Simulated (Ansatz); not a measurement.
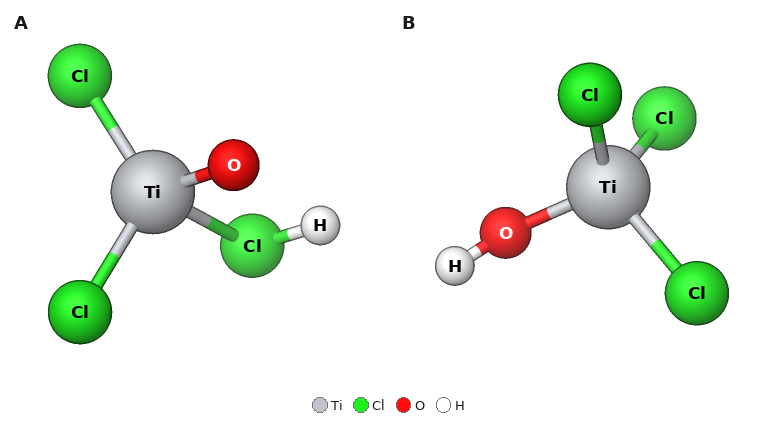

2 stationary structures of one formula. Charge 0, singlet. Geometries: PBE0-D4/def2-TZVP. Electronic energies: CCSD(T)/CBS (MP2 limit from def2-TZVPP and def2-QZVPP plus CCSD(T) − MP2) (Ansatz 0.2.0), without zero-point energy.

Which is lowest in energy, and by how much?

B is lowest (Cs, a minimum); A lies 147.1 kJ/mol above it (Cs, a minimum).

Give E(B) − E(A) in kJ/mol at these levels too: SPW92 (LDA)/def2-SVP; RHF-CCSD(T) (frozen core)/def2-SVP; ωB97M-V/def2-SVP; PBE0-D4/def2-TZVPP; PBE0-D4/def2-SVP; r2SCAN0-D4/def2-TZVPP; PBE0-D4/def2-TZVP; BHLYP-D4/def2-TZVPP.

```json
{"level": "SPW92 (LDA)/def2-SVP", "E(B) − E(A) (kJ/mol)": "−168.6"}
{"level": "RHF-CCSD(T) (frozen core)/def2-SVP", "E(B) − E(A) (kJ/mol)": "−115.1"}
{"level": "ωB97M-V/def2-SVP", "E(B) − E(A) (kJ/mol)": "−147.3"}
{"level": "PBE0-D4/def2-TZVPP", "E(B) − E(A) (kJ/mol)": "−165.3"}
{"level": "PBE0-D4/def2-SVP", "E(B) − E(A) (kJ/mol)": "−156.2"}
{"level": "r2SCAN0-D4/def2-TZVPP", "E(B) − E(A) (kJ/mol)": "−173.2"}
{"level": "PBE0-D4/def2-TZVP", "E(B) − E(A) (kJ/mol)": "−165.8"}
{"level": "BHLYP-D4/def2-TZVPP", "E(B) − E(A) (kJ/mol)": "−177.7"}
```
